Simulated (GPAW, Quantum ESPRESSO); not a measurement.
The F K edge of atom 2 in NaHF2 (R-3m), with 1 H at 1.13 Å and 3 Na at 2.32 Å (distorted tetrahedral, site symmetry 3m), was computed in 2 ways: full core hole (charged cell) and no core hole. Program and functional: GPAW, LDA, Gaussian full width 0.9 eV up to 4 eV, rising linearly to 3.5 eV at 25 eV; cells of 4 and 16 atoms (the run without a hole in the smaller).

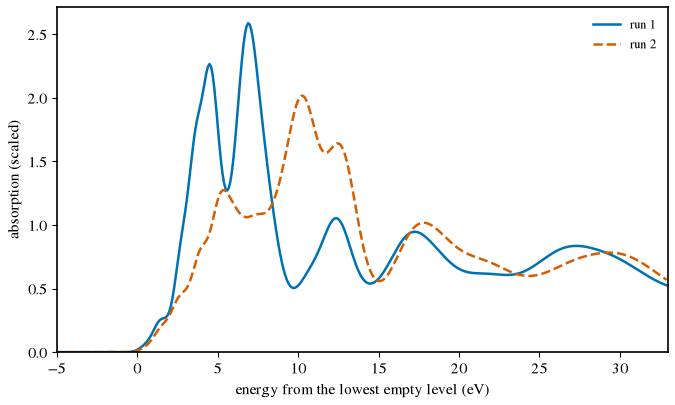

Each run is counted from its own lowest empty level or Fermi level and scaled to a mean of 1 over its first 20 eV.

**Question.** Which run is which?

Run 1: full core hole (charged cell) (area from −2 to 6 eV 6.2, main maxima 4.5 eV (2.27), 6.9 eV (2.59), 12.4 eV (1.05) and 17.3 eV (0.95)). Run 2: no core hole (area from −2 to 6 eV 3.5, main maxima 5.4 eV (1.27), 10.3 eV (2.02), 12.5 eV (1.64) and 17.8 eV (1.02)). With each curve scaled to its own mean, the area from −2 to 6 eV with the hole is 6.2 against 3.5, and the centre of weight from −1 to 20 eV moves by -1.5 eV: the hole pulls the absorber's empty states down.

[Hosts, paths, dates, database ids (printed as entryN), source tags and the programs' standing remarks are cut or masked in the printed files.]

[Lists of maxima count a maximum above −3 eV only where it reaches 4 % of the highest in the window and stands out from its surroundings by 2 % of it (1.5 % where it reaches 55 %); shoulders and weaker maxima are passed over, and of the rest the first, up to two pre-edge ones and the few strongest are named.]
